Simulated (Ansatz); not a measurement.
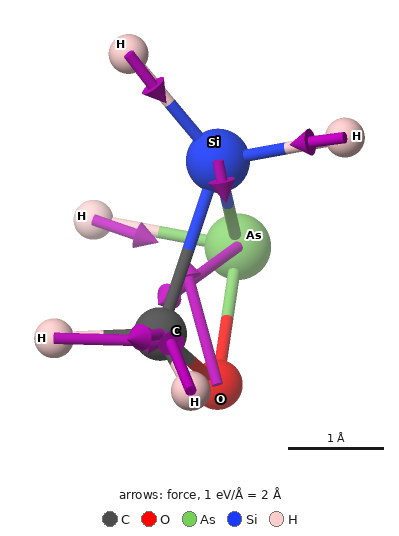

Starting geometry of CH5AsOSi with the computed forces as purple arrows. The picture is a ball-and-stick view, seen from a free direction.

The start comes from PBE-D4/def2-SVP.

Theory: Ansatz, RKS PBE0-D4/def2-TZVP. Set-up: force threshold 0.005 eV/Å; at most 150 steps.

**Is this structure relaxed? If not, where do the atoms go?**

It isn't relaxed: the largest force vector, on the As atom, is 0.85 eV/Å. The final displacements follow the starting forces only in part (cosine between the two patterns 0.58). The atom that moves furthest after the best rigid fit is the O atom (0.059 Å). By element the largest moves are O 0.059 Å, H 0.050 Å, As 0.030 Å, Si 0.016 Å, C 0.011 Å. Near-neighbour distances that change, for instance: As–O 1.871 → 1.831 Å, As–Si 2.411 → 2.378 Å, As–H 1.565 → 1.542 Å, C–Si 1.927 → 1.905 Å. After 8 geometry steps the energy has fallen by 0.052 eV. The largest force component goes from 0.75 to 0.0013 eV/Å. The run took 31 s on 4 threads of Arm Neoverse V1, on a shared host.
